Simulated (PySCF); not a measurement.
# AlHSCl (SMILES [SH][Al][Cl]) at FCI/STO-3G

Aim: the energy change on altering one bond length of AlHSCl at FCI/STO-3G, from 2 runs. Input form: a Python script.

Program for the calculation: PySCF 2.14.0.

8 further runs of the same task are left out: 8 set aside as unsound or not needed.

**1. The system as given**

The species is AlHSCl (4 atoms), meant as a doublet with charge 0. As SMILES, `[SH][Al][Cl]`. The coordinates come from a PBE0-D4/def2-TZVP relaxation.

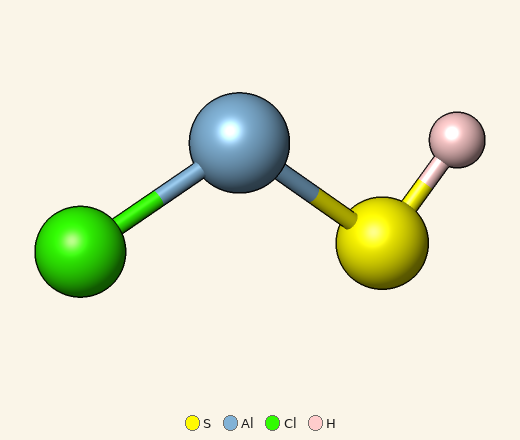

The structure, seen from a chosen angle (sulfur yellow, aluminium light blue, chlorine green, hydrogen pink).

**2. A single-point energy at FCI/STO-3G**

Input file run.py:

```python
from pyscf import gto, mcscf

mol = gto.M(
    atom=[
    ('S', (0.439800, 0.984900, -0.744700)),
    ('Al', (-0.394100, -0.525900, 0.609100)),
    ('Cl', (0.226200, -2.507400, 0.251000)),
    ('H', (-0.216400, 1.988100, -0.135600)),
],
    spin=1,
    max_memory=1860,
    basis='sto-3g',
    verbose=4,
)

mf = mol.ROHF()
mf.conv_tol = 1e-10
mf.kernel()
if not mf.converged:
    mf = mf.newton().run(mf.mo_coeff, mf.mo_occ)

cas = mcscf.CASCI(mf, mf.mo_coeff.shape[-1] - 15, (mol.nelec[0] - 15, mol.nelec[1] - 15))  # full CI above the frozen core
cas.fix_spin_(ss=0.75)
cas.kernel()
energy = cas.e_tot
print('E = %.10f Eh' % energy)
```

Run with:

```
OMP_NUM_THREADS=1 python run.py
```

Standard output:

```text
PySCF version 2.14.0

[INPUT] num. atoms = 4
[INPUT] num. electrons = 47
[INPUT] charge = 0
[INPUT] spin (= nelec alpha-beta = 2S) = 1
[INPUT] symmetry False subgroup None
[INPUT] Mole.unit = angstrom
[INPUT] Symbol           X                Y                Z      unit          X                Y                Z       unit  Magmom
[INPUT]  1 S      0.439800000000   0.984900000000  -0.744700000000 AA    0.831101549584   1.861191260084  -1.407279044964 Bohr   0.0
[INPUT]  2 Al    -0.394100000000  -0.525900000000   0.609100000000 AA   -0.744741065691  -0.993806968909   1.151032182473 Bohr   0.0
[INPUT]  3 Cl     0.226200000000  -2.507400000000   0.251000000000 AA    0.427456049377  -4.738299284734   0.474321257266 Bohr   0.0
[INPUT]  4 H     -0.216400000000   1.988100000000  -0.135600000000 AA   -0.408936733356   3.756964508248  -0.256246862491 Bohr   0.0

nuclear repulsion = 156.154884413321
number of shells = 16
number of NR pGTOs = 84
number of NR cGTOs = 28
basis = sto-3g
ecp = {}

******** <class 'pyscf.scf.rohf.ROHF'> ********
method = ROHF
initial guess = minao
damping factor = 0
level_shift factor = 0
DIIS = <class 'pyscf.scf.diis.CDIIS'>
diis_start_cycle = 1
diis_space = 8
diis_damp = 0
SCF conv_tol = 1e-10
SCF conv_tol_grad = None
SCF max_cycles = 50
direct_scf = True
direct_scf_tol = 1e-13
num. doubly occ = 23  num. singly occ = 1
Set gradient conv threshold to 1e-05
init E= -1086.72080476282
  HOMO = -0.105608687026942  LUMO = 0.195788889382208  gap/eV = 8.20145
cycle= 1 E= -1087.36119392307  delta_E= -0.64  |g|= 0.314  |ddm|= 1.84
  HOMO = -0.0517382582135233  LUMO = 0.260629911832049  gap/eV = 8.49997
cycle= 2 E= -1087.42002704498  delta_E= -0.0588  |g|= 0.0897  |ddm|= 0.74
  HOMO = -0.0107078226369669  LUMO = 0.306861639170277  gap/eV = 8.64151
cycle= 3 E= -1087.42870404727  delta_E= -0.00868  |g|= 0.029  |ddm|= 0.233
  HOMO = -0.0182921160970007  LUMO = 0.300274740545565  gap/eV = 8.66865
cycle= 4 E= -1087.43030142504  delta_E= -0.0016  |g|= 0.00792  |ddm|= 0.122
  HOMO = -0.0196518764369996  LUMO = 0.29947984536347  gap/eV = 8.68402
cycle= 5 E= -1087.43047818457  delta_E= -0.000177  |g|= 0.000869  |ddm|= 0.0545
  HOMO = -0.0196748063144752  LUMO = 0.29961129266897  gap/eV = 8.68822
cycle= 6 E= -1087.43047886916  delta_E= -6.85e-07  |g|= 0.000209  |ddm|= 0.00203
  HOMO = -0.0197019125993395  LUMO = 0.299551742206152  gap/eV = 8.68733
cycle= 7 E= -1087.43047894732  delta_E= -7.82e-08  |g|= 5.93e-05  |ddm|= 0.00104
  HOMO = -0.0197152357705364  LUMO = 0.299549473455469  gap/eV = 8.68764
cycle= 8 E= -1087.43047895214  delta_E= -4.82e-09  |g|= 9.38e-06  |ddm|= 0.000213
  HOMO = -0.0197150825958003  LUMO = 0.299548197705875  gap/eV = 8.68760
cycle= 9 E= -1087.43047895225  delta_E= -1.12e-10  |g|= 1.51e-06  |ddm|= 3.09e-05
  HOMO = -0.0197156737378066  LUMO = 0.299547689617914  gap/eV = 8.68760
cycle= 10 E= -1087.43047895226  delta_E= -6.37e-12  |g|= 2.69e-07  |ddm|= 6.13e-06
  HOMO = -0.0197156483905175  LUMO = 0.299547691232378  gap/eV = 8.68760
Extra cycle  E= -1087.43047895226  delta_E= 1.82e-12  |g|= 1.09e-07  |ddm|= 5.95e-07
converged SCF energy = -1087.43047895226

******** <class 'pyscf.mcscf.casci.CASCI'> ********
CAS (9e+8e, 13o), ncore = 15, nvir = 0
natorb = False
canonicalization = True
sorting_mo_energy = False
******** <class 'pyscf.fci.addons.SpinPenaltyFCISolver'> ********
max. cycles = 200
conv_tol = 1e-08
davidson only = True
linear dependence = 1e-12
level shift = 0.001
max iter space = 12
nroots = 1
pspace_size = 400
spin = None
Density matrix diagonal elements [1.99867594 1.99346041 1.97384008 1.97745462 1.99509412 1.99584381
 1.97116907 1.98528879 1.00466229 0.02878937 0.02296226 0.0330383
 0.01972093]
CASCI converged
CASCI E = -1087.49171529962  E(CI) = -46.2802551841767  S^2 = 0.7500000
E = -1087.4917152996 Eh
```

Run time: 23 s. Hardware: 1 thread of Arm Neoverse V2, shared host; peak memory 0.32 GiB.

**3. The distorted shape at the same level**

Input file run.py:

```python
from pyscf import gto, mcscf

mol = gto.Mole()
mol.atom = '''
S    1.940815   3.704331  -3.181532
Al  -0.394100  -0.525900   0.609100
Cl   0.226200  -2.507400   0.251000
H    1.284615   4.707531  -2.572432
'''
mol.basis = 'sto-3g'
mol.verbose = 3
mol.spin = 1
mol.max_memory = 1860
mol.build()

mf = mol.ROHF()
mf.conv_tol = 1e-10
mf.kernel()
if not mf.converged:
    mf = mf.newton().run(mf.mo_coeff, mf.mo_occ)

cas = mcscf.CASCI(mf, mf.mo_coeff.shape[-1] - 15, (mol.nelec[0] - 15, mol.nelec[1] - 15))  # full CI above the frozen core
cas.fix_spin_(ss=0.75)
cas.kernel()
e_tot = cas.e_tot
print('E = %.10f Eh' % e_tot)
```

Run with:

```
OMP_NUM_THREADS=1 python run.py
```

Standard output:

```text
converged SCF energy = -1087.36525701662
CASCI E = -1087.42665163235  E(CI) = -39.6656434897986  S^2 = 0.7500000
E = -1087.4266516323 Eh
```

Wall time 18 s (1 thread of Arm Neoverse V2, shared host); peak memory 0.29 GiB.

**4. Outcome**

At FCI/STO-3G, 15 core orbitals frozen:

```
                                                          quantity           value
                                         first shape: total energy  -1087.49172 Eh
                 first shape: dipole moment (Hartree–Fock density)          4.58 D
         first shape: correlation energy (15 core orbitals frozen)       -61.2 mEh
                                     distorted shape: total energy  -1087.42665 Eh
             distorted shape: dipole moment (Hartree–Fock density)          4.77 D
     distorted shape: correlation energy (15 core orbitals frozen)       -61.4 mEh
energy change with the S1–Al2 bond stretched from 2.193 to 6.141 Å        1.770 eV
```

In words: With the S1–Al2 bond stretched from 2.193 to 6.141 Å the energy rises by 1.77 eV (171 kJ/mol). The first shape isn't relaxed at this level, so the change isn't measured from a minimum. The minimal basis adds a large error of its own. Mulliken charges (first shape) of the mean-field density run from -0.53 on Cl3 to +0.76 on Al2.
